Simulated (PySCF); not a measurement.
C7H12, SMILES C#CCC(C)(C)C at its GFN2-xTB optimised geometry (Å):

```
19

C      2.0836    -1.3117    -0.0012
C      0.8869    -1.3205     0.0000
C     -0.5610    -1.3205     0.0000
C     -1.1576     0.1020     0.0000
C     -2.6836    -0.0066    -0.0060
C     -0.6911     0.8528    -1.2480
C     -0.7002     0.8485     1.2539
H      3.1324    -1.3098    -0.0004
H     -0.9095    -1.8610    -0.8853
H     -0.9095    -1.8607     0.8854
H     -3.0366    -0.5430     0.8728
H     -3.0302    -0.5346    -0.8924
H     -3.1324     0.9844    -0.0029
H      0.3945     0.9181    -1.2662
H     -1.0995     1.8610    -1.2603
H     -1.0187     0.3397    -2.1503
H     -1.1023     1.8592     1.2628
H      0.3854     0.9069     1.2842
H     -1.0411     0.3365     2.1518
```

Computed with PBE0/def2-SVP (PySCF).

Map of the electrostatic potential (hartree/e), clipped to [-0.08, 0.12] on the plane z = 0.6 Å:

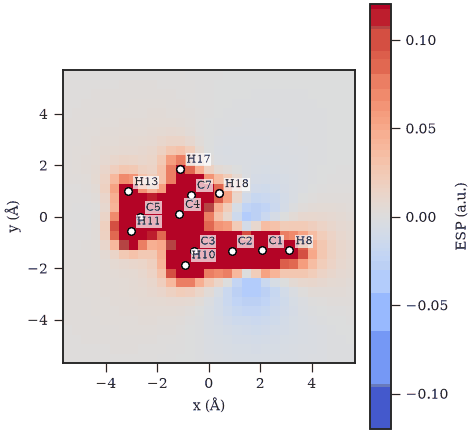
Figure: Electrostatic potential (hartree/e), clipped to [-0.08, 0.12] on the plane z = 0.6 Å.
